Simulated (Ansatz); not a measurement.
**GeAsH3 (triplet): from Hartree-Fock to the top rungs, cc-pVTZ**

How much of the correlation energy of GeAsH3 (triplet) does each wave-function method recover here?

Method: cc-pVTZ, core rule «outside noble gas», up to 28 orbitals frozen; program: Ansatz 0.2.0, Gaussian basis.

Plan: UHF; CCSD(T) on ROHF; CCSD(T) on UHF; BCCD(T) on ROHF; CCSDT(Q) on ROHF; CCSDT(Q) on UHF; CASSCF and NEVPT2, 12 electrons in 11 orbitals.

9 further runs of the same task are left out: 1 for a known fault of the program, 3 that didn't finish, 5 set aside as unsound or not needed. Runs told in other sessions of the task aren't counted.

**1. What is computed**

The geometry is a PBE0/def2-TZVP stationary point (not a proven minimum). No spin-orbit coupling is included. The filled d shell of Ge, As may be among the frozen orbitals whatever the setting's name suggests.

5 atoms, charge 0, spin multiplicity 3.

Atoms are counted from 1 here; the program's logs count them from 0.

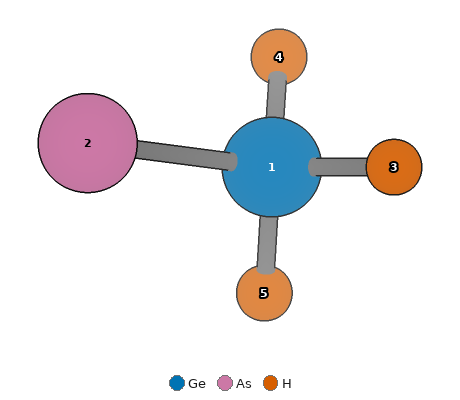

The geometry (germanium blue, arsenic pink, hydrogen orange); atoms are numbered from 1 in the order of the file.

Geometry (Å):

```tsv
atom	x (Å)	y (Å)	z (Å)
Ge1	-1.1919	-0.0082	0.0021
As2	1.2253	0.0085	-0.0022
H3	-1.7348	1.4325	0.0050
H4	-1.7176	-0.7358	1.2530
H5	-1.7221	-0.7324	-1.2488
```

In the tables R marks a restricted open-shell determinant and U an unrestricted one; 'valence' is the active space of 12 electrons in 11 orbitals; energies count from the table's Hartree-Fock row.

**2. UHF**

in.yaml

```yaml
crystal:
  periodic: [false, false, false]
  atoms:
    - {symbol: Ge, position_ang: [-1.191943, -0.008234, 0.002120]}
    - {symbol: As, position_ang: [1.225257, 0.008464, -0.002179]}
    - {symbol: H, position_ang: [-1.734783, 1.432476, 0.005020]}
    - {symbol: H, position_ang: [-1.717585, -0.735786, 1.252999]}
    - {symbol: H, position_ang: [-1.722058, -0.732435, -1.248816]}
basis:
  gaussian: {orbitals: cc-pVTZ}
magnetization: {spin_polarized: true, initial_magnetization: 2}
hamiltonian: {xc: hf}
output: {orbitals: {seedname: orbitals}}
```

The run is started by

```
$ ansatz run in.yaml --threads 1 --pin off --events-out ev --progress --plain --max-ram 4096MiB --backend cpu
```

The log of the run:

```text
Functional definition: HF
  name "HF"
  cite "Fock, Z. Phys. 61, 126 (1930) doi:10.1007/BF01340294"
  parent pbe
  exchange = exact_x
  correlation = 0
792 factors; integrals over basis functions are off by at most 7.6e-4 eV
mean field evaluation 1: about -117317.9059 eV, gradient 8.4e0 eV
mean field evaluation 2: about -117317.9079 eV, gradient 8.4e0 eV
mean field evaluation 4: about -117318.9352 eV, gradient 1.3e0 eV
mean field evaluation 8: about -117318.9478 eV, gradient 4.2e-4 eV
mean field -117318.94776424 eV, -4311.3918086969 hartree, gradient 2.4e-5 eV, S^2 2.018423; 0 other end points of the search recorded, 0 dependent functions left out
reference -117318.94776424 eV, -4311.3918086969 hartree; 35, 33 occupied and 93, 95 virtual orbitals, 792 factors
Total energy: -117318.94776424 eV, -4311.3918086969 hartree
```

Run time: 4.2 s. Hardware: 1 thread of AMD EPYC 7R13, shared host; peak memory 0.33 GiB.

From the report: ⟨S²⟩ of the determinant 2.018 (pure triplet: 2.00).

**3. CCSD(T) on ROHF**

Changes to in.yaml since step 2:

```diff
@@ -10,4 +10,3 @@
   gaussian: {orbitals: cc-pVTZ}
-magnetization: {spin_polarized: true, initial_magnetization: 2}
-hamiltonian: {xc: hf}
-output: {orbitals: {seedname: orbitals}}
+magnetization: {spin_polarized: false, initial_magnetization: 2}
+correlation: {method: ccsd_t, electrons: outside_noble_gas}
```

The run is started by

```
$ ansatz run in.yaml --threads 2 --pin off --events-out ev --progress --plain --max-ram 24576MiB --backend cuda --devices 0, --max-vram 18GiB
```

The log of the run, cut to the lines that bear on the results:

```text
Functional definition: HF
  name "HF"
  cite "Fock, Z. Phys. 61, 126 (1930) doi:10.1007/BF01340294"
  parent pbe
[...]
792 factors; integrals over basis functions are off by at most 7.6e-4 eV
[...]
mean field -117318.78959653 eV, -4311.3859961408 hartree, gradient 3.0e-6 eV, S^2 2.000000; 2 other end points of the search recorded, 0 dependent functions left out
determinant -117318.78959653 eV, -4311.3859961408 hartree, with singles and doubles -117325.85540153 eV, -4311.6456596853 hartree
determinant -117316.20413370 eV, -4311.2909821342 hartree, with singles and doubles -117323.35106800 eV, -4311.5536271253 hartree
determinant -117316.20411288 eV, -4311.2909813693 hartree, with singles and doubles -117323.35080586 eV, -4311.5536174920 hartree
28 core orbitals not correlated: weight in the atoms' cores, before any rotation towards them, 1.000 or more for the frozen orbitals, at most 0.000 for the correlated occupied ones
reference -117318.78959653 eV, -4311.3859961408 hartree; 7, 5 occupied and 93, 95 virtual orbitals, 792 factors
second order -5.83152322 eV of doubles, -0.08630001 eV of singles
cycle   1  -6.92878148 eV  change   -4.6e-1 eV  update   2.0e-2
[...]
cycle   8  -6.94174159 eV  change   -2.3e-7 eV  update   1.1e-5
perturbative correction -0.24121626 eV, -0.0088645340 hartree
Total energy: -117325.97255439 eV, -4311.6499649732 hartree
```

Run time: 13 s. Hardware: 1 × H100 (card shared with other runs) with 2 threads of AMD EPYC 7R13, shared host; peak host memory 0.82 GiB.

From the report: correlation -7.1830 eV; T1 0.017; largest double amplitude 0.04.

**4. CCSD(T) on UHF**

Changes to in.yaml since step 3:

```diff
@@ -10,3 +10,3 @@
   gaussian: {orbitals: cc-pVTZ}
-magnetization: {spin_polarized: false, initial_magnetization: 2}
+magnetization: {spin_polarized: true, initial_magnetization: 2}
 correlation: {method: ccsd_t, electrons: outside_noble_gas}
```

The command is unchanged.

The log of the run, cut to the lines that bear on the results:

```text
Functional definition: HF
  name "HF"
  cite "Fock, Z. Phys. 61, 126 (1930) doi:10.1007/BF01340294"
  parent pbe
[...]
792 factors; integrals over basis functions are off by at most 7.6e-4 eV
[...]
mean field -117318.94776424 eV, -4311.3918086969 hartree, gradient 2.1e-6 eV, S^2 2.018423; 2 other end points of the search recorded, 0 dependent functions left out
determinant -117318.94776424 eV, -4311.3918086969 hartree, with singles and doubles -117325.86198606 eV, -4311.6459016621 hartree
determinant -117316.37304089 eV, -4311.2971893589 hartree, with singles and doubles -117323.35841906 eV, -4311.5538972720 hartree
determinant -117316.37302410 eV, -4311.2971887421 hartree, with singles and doubles -117323.35854094 eV, -4311.5539017508 hartree
28 core orbitals not correlated: weight in the atoms' cores, before any rotation towards them, 1.000 or more for the frozen orbitals, at most 0.000 for the correlated occupied ones
reference -117318.94776424 eV, -4311.3918086969 hartree; 7, 5 occupied and 93, 95 virtual orbitals, 792 factors
second order -5.73814090 eV of doubles, -0.00000000 eV of singles
cycle   1  -6.78283054 eV  change   -4.7e-1 eV  update   2.1e-2
[...]
cycle   8  -6.79759481 eV  change    1.1e-6 eV  update   1.1e-5
perturbative correction -0.23596436 eV, -0.0086715302 hartree
Total energy: -117325.98132341 eV, -4311.6502872288 hartree
```

It took 8.5 s on 1 × H100 (card shared with other runs) with 2 threads of AMD EPYC 7R13, shared host; peak host memory 0.82 GiB.

From the report: ⟨S²⟩ of the determinant 2.018 (pure triplet: 2.00); correlation -7.0336 eV; T1 0.014; largest double amplitude 0.04.

**5. BCCD(T) on ROHF**

Changes to in.yaml since step 4:

```diff
@@ -10,3 +10,3 @@
   gaussian: {orbitals: cc-pVTZ}
-magnetization: {spin_polarized: true, initial_magnetization: 2}
-correlation: {method: ccsd_t, electrons: outside_noble_gas}
+magnetization: {spin_polarized: false, initial_magnetization: 2}
+correlation: {method: bccd_t, electrons: outside_noble_gas}
```

The command is unchanged.

The log of the run, cut to the lines that bear on the results:

```text
Functional definition: HF
  name "HF"
  cite "Fock, Z. Phys. 61, 126 (1930) doi:10.1007/BF01340294"
  parent pbe
[...]
792 factors; integrals over basis functions are off by at most 7.6e-4 eV
[...]
mean field -117318.78959653 eV, -4311.3859961408 hartree, gradient 3.0e-6 eV, S^2 2.000000; 2 other end points of the search recorded, 0 dependent functions left out
determinant -117318.78959653 eV, -4311.3859961408 hartree, with singles and doubles -117325.85540153 eV, -4311.6456596853 hartree
determinant -117316.20413370 eV, -4311.2909821342 hartree, with singles and doubles -117323.35106800 eV, -4311.5536271253 hartree
determinant -117316.20411288 eV, -4311.2909813693 hartree, with singles and doubles -117323.35080586 eV, -4311.5536174920 hartree
28 core orbitals not correlated: weight in the atoms' cores, before any rotation towards them, 1.000 or more for the frozen orbitals, at most 0.000 for the correlated occupied ones
reference -117318.78959653 eV, -4311.3859961408 hartree; 7, 5 occupied and 93, 95 virtual orbitals, 792 factors
second order -5.83152322 eV of doubles, -0.08630001 eV of singles
cycle   1  -6.93060864 eV  change   -4.6e-1 eV  update   2.1e-2
[...]
cycle   9  -6.93930502 eV  change    4.9e-6 eV  update   5.4e-6
perturbative correction -0.24458304 eV, -0.0089882609 hartree
Total energy: -117325.97348459 eV, -4311.6499991577 hartree
```

Run time: 9.5 s. Hardware: 1 × H100 (card shared with other runs) with 2 threads of AMD EPYC 7R13, shared host; peak host memory 0.83 GiB.

From the report: correlation -7.1839 eV; largest double amplitude 0.04.

**6. CCSDT(Q) on ROHF**

Changes to in.yaml since step 5:

```diff
@@ -11,2 +11,2 @@
 magnetization: {spin_polarized: false, initial_magnetization: 2}
-correlation: {method: bccd_t, electrons: outside_noble_gas}
+correlation: {method: ccsdt_q, electrons: outside_noble_gas}
```

The command is unchanged.

The log of the run, cut to the lines that bear on the results:

```text
Functional definition: HF
  name "HF"
  cite "Fock, Z. Phys. 61, 126 (1930) doi:10.1007/BF01340294"
  parent pbe
[...]
1511 factors; integrals over basis functions are off by at most 1.8e-7 eV
[...]
mean field -117318.78962765 eV, -4311.3859972845 hartree, gradient 3.5e-6 eV, S^2 2.000000; 2 other end points of the search recorded, 0 dependent functions left out
[...]
determinant -117318.78962765 eV, -4311.3859972845 hartree, with singles and doubles -117325.85545852 eV, -4311.6456617796 hartree
determinant -117316.20416631 eV, -4311.2909833325 hartree, with singles and doubles -117323.35113524 eV, -4311.5536295965 hartree
determinant -117316.20414549 eV, -4311.2909825674 hartree, with singles and doubles -117323.35087923 eV, -4311.5536201883 hartree
28 core orbitals not correlated: weight in the atoms' cores, before any rotation towards them, 1.000 or more for the frozen orbitals, at most 0.000 for the correlated occupied ones
reference -117318.78962765 eV, -4311.3859972845 hartree; 7, 5 occupied and 93, 95 virtual orbitals, 1511 factors
second order -5.83155637 eV of doubles, -0.08630016 eV of singles
cycle   1  -6.66883593 eV  change   -7.5e-1 eV  update   8.0e-2
[...]
cycle  16  -7.21885977 eV  change    8.5e-7 eV  update   4.8e-7
perturbative correction -0.00931058 eV, -0.0003421576 hartree
Total energy: -117326.01779801 eV, -4311.6516276456 hartree
```

Wall time 45 s (1 × H100 (card shared with other runs) with 2 threads of AMD EPYC 7R13, shared host); peak host memory 1.3 GiB.

From the report: correlation -7.2282 eV; T1 0.018; largest double amplitude 0.05.

**7. CCSDT(Q) on UHF**

Changes to in.yaml since step 6:

```diff
@@ -10,3 +10,3 @@
   gaussian: {orbitals: cc-pVTZ}
-magnetization: {spin_polarized: false, initial_magnetization: 2}
+magnetization: {spin_polarized: true, initial_magnetization: 2}
 correlation: {method: ccsdt_q, electrons: outside_noble_gas}
```

The command is unchanged.

The log of the run, cut to the lines that bear on the results:

```text
Functional definition: HF
  name "HF"
  cite "Fock, Z. Phys. 61, 126 (1930) doi:10.1007/BF01340294"
  parent pbe
[...]
1511 factors; integrals over basis functions are off by at most 1.8e-7 eV
[...]
mean field -117318.94779565 eV, -4311.3918098511 hartree, gradient 2.5e-6 eV, S^2 2.018423; 2 other end points of the search recorded, 0 dependent functions left out
determinant -117318.94779565 eV, -4311.3918098511 hartree, with singles and doubles -117325.86204291 eV, -4311.6459037515 hartree
determinant -117316.37307387 eV, -4311.2971905709 hartree, with singles and doubles -117323.35848650 eV, -4311.5538997502 hartree
determinant -117316.37305710 eV, -4311.2971899545 hartree, with singles and doubles -117323.35860829 eV, -4311.5539042259 hartree
28 core orbitals not correlated: weight in the atoms' cores, before any rotation towards them, 1.000 or more for the frozen orbitals, at most 0.000 for the correlated occupied ones
reference -117318.94779565 eV, -4311.3918098511 hartree; 7, 5 occupied and 93, 95 virtual orbitals, 1511 factors
second order -5.73817302 eV of doubles, -0.00000000 eV of singles
cycle   1  -6.50365346 eV  change   -7.7e-1 eV  update   8.2e-2
[...]
cycle  16  -7.07029120 eV  change    9.4e-7 eV  update   5.3e-7
perturbative correction -0.00932520 eV, -0.0003426948 hartree
Total energy: -117326.02741205 eV, -4311.6519809551 hartree
```

Wall time 33 s (1 × H100 (card shared with other runs) with 2 threads of AMD EPYC 7R13, shared host); peak host memory 1.2 GiB.

From the report: ⟨S²⟩ of the determinant 2.018 (pure triplet: 2.00); correlation -7.0796 eV; T1 0.015; largest double amplitude 0.05.

**8. CASSCF and NEVPT2, 12 electrons in 11 orbitals**

Changes to in.yaml since step 7:

```diff
@@ -10,3 +10,3 @@
   gaussian: {orbitals: cc-pVTZ}
-magnetization: {spin_polarized: true, initial_magnetization: 2}
-correlation: {method: ccsdt_q, electrons: outside_noble_gas}
+magnetization: {spin_polarized: false, initial_magnetization: 2}
+correlation: {method: sc_nevpt2, electrons: outside_noble_gas, active_space: {window: {electrons: 12, orbitals: 11}, shells: [{species: As, l: s, shell: 4}, {species: As, l: p, shell: 4}, {species: Ge, l: s, shell: 4}, {species: Ge, l: p, shell: 4}, {species: H, l: s, shell: 1}]}}
```

The command is unchanged.

The log of the run:

```text
Functional definition: HF
  name "HF"
  cite "Fock, Z. Phys. 61, 126 (1930) doi:10.1007/BF01340294"
  parent pbe
  exchange = exact_x
  correlation = 0
1511 factors; integrals over basis functions are off by at most 1.8e-7 eV
mean field evaluation 1: about -117317.8246 eV, gradient 1.0e1 eV
mean field evaluation 2: about -117317.8296 eV, gradient 1.0e1 eV
mean field evaluation 4: about -117318.7833 eV, gradient 1.5e0 eV
mean field evaluation 8: about -117318.7896 eV, gradient 3.2e-4 eV
mean field -117318.78962765 eV, -4311.3859972845 hartree, gradient 3.5e-6 eV, S^2 2.000000; 0 other end points of the search recorded, 0 dependent functions left out
reference -117318.78962765 eV, -4311.3859972845 hartree; 35, 33 occupied and 93, 95 virtual orbitals, 1511 factors
state -117320.51287191 eV, -4311.4493253429 hartree
state -117320.51287191 eV, -4311.4493253429 hartree; corrected -117324.62630574 eV, -4311.6004912479 hartree
Total energy: -117324.62630574 eV, -4311.6004912479 hartree
Checks for a lower state left out: starts, orbital_swaps
```

It took 8.5 s on 1 × H100 (card shared with other runs) with 2 threads of AMD EPYC 7R13, shared host; peak host memory 0.92 GiB.

From the report: 106,624 determinants; active occupations 1.99, 1.98, 1.97, 1.97, 1.97, 1.00, 1.00, 0.04, 0.02, 0.02, 0.02.

**9. Natural occupations**

Natural occupations of the CASSCF valence state about the gap (report; correlated orbitals 3 to 11): 1.973, 1.973, 1.973, 1.000, 1.000, 0.038, 0.024, 0.021, 0.021. The count of effectively unpaired electrons, Σ n²(2 − n)², is 2.02; a single determinant of this spin has 2.

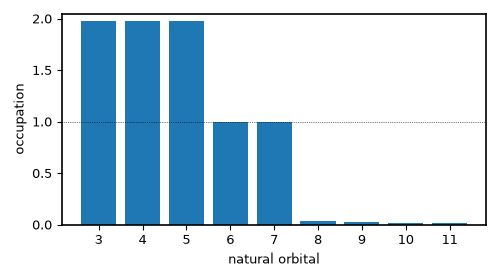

Natural occupations of the CASSCF valence state.

**10. The ladder**

The yardstick is UCCSDT(Q), where the cluster series has nearly closed. Rows without a time are mean-field rows or come out of runs for another level: lower rungs of the coupled-cluster runs, CASSCF and MRCISD of the multireference runs, or the Hartree-Fock search.

Differences are taken before rounding.

```tsv
method	energy from the lowest ROHF (meV)	from UCCSDT(Q) (meV)	time
ROHF	0.0	+7237.8	
UHF	-158.2	+7079.6	
RMP2	-5917.8	+1320.0	
UMP2	-5896.3	+1341.5	
RCCSD	-6941.7	+296.1	
UCCSD	-6955.8	+282.1	
RCCSD(T)	-7183.0	+54.9	13 s
UCCSD(T)	-7191.7	+46.1	8.5 s
BCCD(T)	-7183.9	+53.9	9.5 s
RCCSDT	-7218.9	+18.9	
UCCSDT	-7228.5	+9.3	
RCCSDT(Q)	-7228.2	+9.6	45 s
UCCSDT(Q)	-7237.8	0	33 s
CASSCF valence	-1723.3	+5514.5	
NEVPT2 valence	-5836.7	+1401.1	8.5 s
```

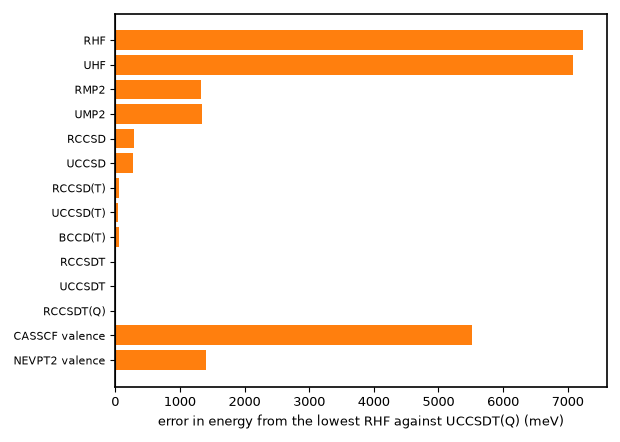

Error of each method against UCCSDT(Q).

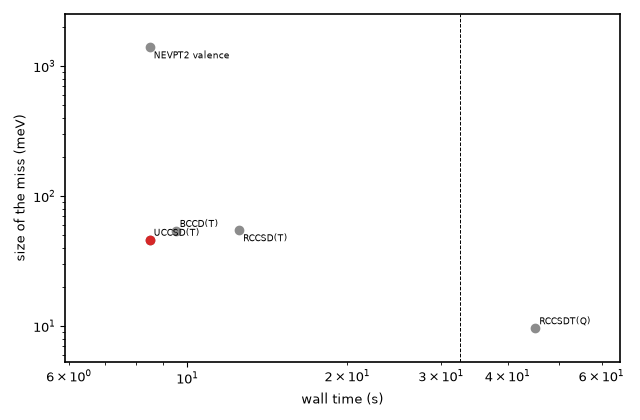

Miss against cost. Red marks the levels that no quicker level drawn beats (of those quicker than the yardstick), and the dashed line is the time of UCCSDT(Q). Times are from a shared host.

With the free atoms at the same levels and basis (separate runs), the atomisation energy is 10.821 eV at UCCSDT(Q), 10.828 eV at RCCSD(T), 10.807 eV at UCCSD(T), 7.982 eV at ROHF.

**11. Results**

| quantity | value |
| --- | --- |
| UCCSDT(Q) from the ROHF energy | -7.2378 eV |
| RMP2 from UCCSDT(Q) | +1320.0 meV |
| UMP2 from UCCSDT(Q) | +1341.5 meV |
| RCCSD from UCCSDT(Q) | +296.1 meV |
| RCCSD(T) from UCCSDT(Q) | +54.9 meV |
| UCCSD(T) from UCCSDT(Q) | +46.1 meV |
| RCCSDT(Q) from UCCSDT(Q) | +9.6 meV |
| NEVPT2 valence from UCCSDT(Q) | +1401.1 meV |
| levels within 1 kcal/mol (43 meV) | RCCSDT, UCCSDT, RCCSDT(Q) |
| T1 diagnostic | 0.017 |
| effectively unpaired electrons | 2.02 |

**Reading.** RCCSD(T) misses by +54.9 meV, 0.8 % of the correlation energy. One determinant dominates. These misses are within one basis, not against nature; the frozen cores of restricted and unrestricted runs differ, which can shift their rows.

UCCSD(T) reaches 46.1 meV from the reference in 8.5 s, where UCCSDT(Q) took 33 s.
